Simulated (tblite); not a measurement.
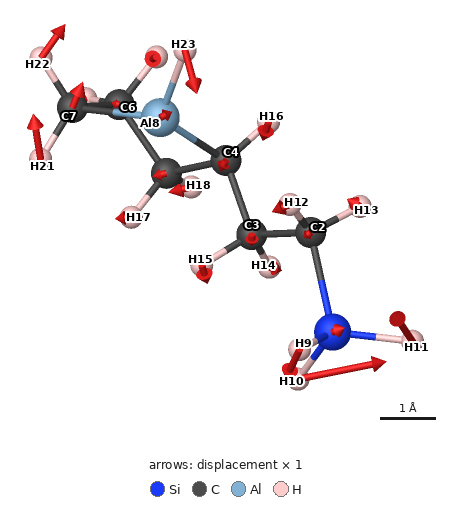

A relaxation of C6H15AlSi. The starting structure is drawn; red arrows show the displacements, at their true length. The two geometries are superimposed by the best rigid fit.

Style: ball-and-stick. Shown from a free direction.

Computed with GFN2-xTB geometry optimisation, gas phase (tblite 0.8.0). 

Question: Which element moves most?

Answer: Hydrogen: up to 1.65 Å, against 0.52 Å for carbon.

Question: Describe the change and its energy.

Answer: The energy falls by 23.7 kcal/mol in 201 geometry steps. The atom that moves furthest after the best rigid fit is an H atom (1.65 Å). By element the largest moves are H 1.65 Å, C 0.52 Å, Si 0.29 Å, Al 0.25 Å. Among the contacts that change: C–H 1.143 → 1.094 Å, Al–H 1.591 → 1.543 Å, C–C 1.494 → 1.532 Å, H–Si 1.496 → 1.466 Å. Bond angles that change, for instance: C–Al–H 120.1° → 131.4°, H–C–H 115.5° → 105.4°, C–Al–H 122.4° → 131.8°. Groups turn about C–Si by about 45°, C–C by about 20°.
